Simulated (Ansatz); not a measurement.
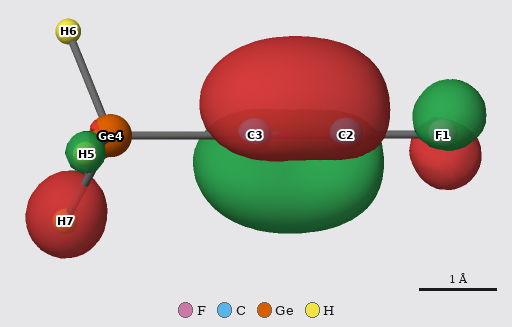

*C$_{2}$H$_{3}$FGe. The HOMO at ±0.15 Å⁻³ᐟ² (green and red are the two phases), seen across its widest extent.*

Geometry: PBE0-D4/def2-TZVP.

Computed with Ansatz 0.2.0, RKS PBE0-D4/def2-TZVPP.

| atom | x (Å) | y (Å) | z (Å) |
| --- | --- | --- | --- |
| F | 1.4762 | -2.4450 | 1.5455 |
| C | 0.9016 | -1.4908 | 0.9372 |
| C | 0.3570 | -0.5872 | 0.3614 |
| Ge | -0.5011 | 0.8364 | -0.5457 |
| H | -1.5433 | 0.2508 | -1.5058 |
| H | -1.1826 | 1.7395 | 0.4892 |
| H | 0.5535 | 1.6285 | -1.3275 |

Where does this orbital lie, and at what energy?

By Hirshfeld shares it lies mainly on C3 (about 40 %), C2 (about 35 %), F1 (about 10 %) and Ge4 (about 10 %); π-bonding across C3–C2. It is one of a degenerate set, so its orientation is arbitrary. Its energy is −8.06 eV.
